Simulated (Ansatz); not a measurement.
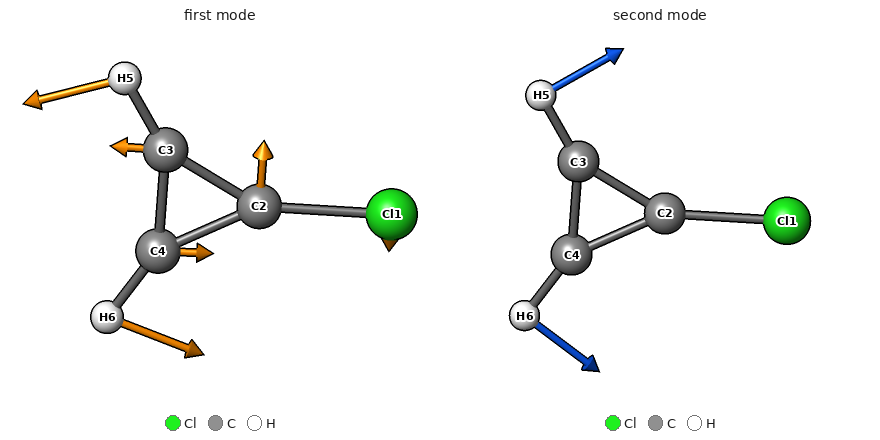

The system is C₃H₂Cl, SMILES Clc1c[cH+]1, charge +1; the picture shows the reference structure; its two panels give the patterns of the first and the second mode as arrows. 
- Coordinates scanned: (1) normal mode 1 (357 cm⁻¹); (2) normal mode 5 (923 cm⁻¹).
- Nothing is relaxed (straight displacements along the two mass-weighted modes).
- The scan uses a 15 × 15 grid; 120 points were computed and 105 follow by symmetry.
- All energies are given in kJ/mol relative to the lowest grid point.
- These are results of RKS PBE-D4/def2-TZVP (Ansatz 0.2.0), not measurements.

Its coordinates:

```yaml
atoms:
  - { symbol: Cl, position_ang: [-1.7192, 0.2357, 1.5799] }
  - { symbol: C, position_ang: [-0.5252, 0.0720, 0.4826] }
  - { symbol: C, position_ang: [0.5736, -0.6087, -0.0034] }
  - { symbol: C, position_ang: [0.1349, 0.5116, -0.6477] }
  - { symbol: H, position_ang: [1.2869, -1.4307, 0.0566] }
  - { symbol: H, position_ang: [0.2491, 1.2202, -1.4681] }
```

Range: normal mode 1 (357 cm⁻¹) from −1.131 to 1.131 amu½·Å; normal mode 5 (923 cm⁻¹) from −0.438 to 0.438 amu½·Å.

What landscape does the calculation give?

Answer. The lowest grid point is at normal mode 1 (357 cm⁻¹) = 0.000 amu½·Å, normal mode 5 (923 cm⁻¹) = 0.000 amu½·Å. No other kind of well shows on this grid. The highest grid point, normal mode 1 (357 cm⁻¹) = −1.131 amu½·Å, normal mode 5 (923 cm⁻¹) = 0.438 amu½·Å, lies 75.9 kJ/mol above the lowest.

```
normal mode 5 (923 cm⁻¹) ↓, normal mode 1 (357 cm⁻¹) →  −1.131  −0.969  −0.808  −0.646  −0.485  −0.323  −0.162  0.000  0.162  0.323  0.485  0.646  0.808  0.969  1.131
                                                 0.438    75.9    64.1    54.3    46.4    40.4    36.2    33.6   32.8   33.6   36.2   40.4   46.4   54.3   64.1   75.9
                                                 0.375    64.7    53.2    43.8    36.4    30.7    26.7    24.3   23.5   24.3   26.7   30.7   36.4   43.8   53.2   64.7
                                                 0.312    55.1    44.1    35.2    28.0    22.7    18.9    16.7   15.9   16.7   18.9   22.7   28.0   35.2   44.1   55.1
                                                 0.250    47.3    36.7    28.2    21.4    16.3    12.8    10.7   10.0   10.7   12.8   16.3   21.4   28.2   36.7   47.3
                                                 0.188    41.2    31.0    22.8    16.3    11.5     8.1     6.2    5.5    6.2    8.1   11.5   16.3   22.8   31.0   41.2
                                                 0.125    36.8    26.9    19.0    12.8     8.1     4.9     3.0    2.4    3.0    4.9    8.1   12.8   19.0   26.9   36.8
                                                 0.062    34.1    24.5    16.7    10.6     6.1     3.0     1.2    0.6    1.2    3.0    6.1   10.6   16.7   24.5   34.1
                                                 0.000    33.2    23.6    15.9     9.9     5.5     2.4     0.6    0.0    0.6    2.4    5.5    9.9   15.9   23.6   33.2
                                                −0.062    33.9    24.3    16.6    10.6     6.1     3.0     1.2    0.6    1.2    3.0    6.1   10.6   16.6   24.3   33.9
                                                −0.125    36.4    26.6    18.7    12.6     8.0     4.8     3.0    2.4    3.0    4.8    8.0   12.6   18.7   26.6   36.4
                                                −0.188    40.5    30.5    22.4    16.0    11.3     8.0     6.0    5.4    6.0    8.0   11.3   16.0   22.4   30.5   40.5
                                                −0.250    46.3    35.9    27.5    20.9    15.9    12.4    10.4    9.7   10.4   12.4   15.9   20.9   27.5   35.9   46.3
                                                −0.312    53.7    43.0    34.2    27.3    22.0    18.4    16.2   15.5   16.2   18.4   22.0   27.3   34.2   43.0   53.7
                                                −0.375    62.8    51.7    42.5    35.3    29.7    25.9    23.6   22.8   23.6   25.9   29.7   35.3   42.5   51.7   62.8
                                                −0.438    73.6    62.0    52.5    44.9    39.1    35.0    32.6   31.8   32.6   35.0   39.1   44.9   52.5   62.0   73.6
```

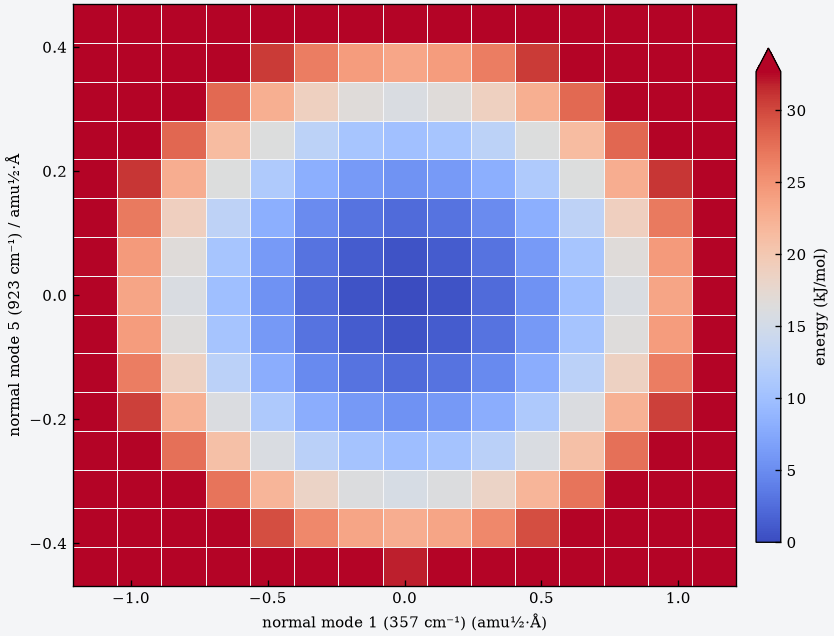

Drawn: one coloured cell a grid point, one colour for all values above the top of the scale.

Time for the 120 points that were run: 7.4 min on 1 thread of Arm Neoverse V1, with other jobs on the host.
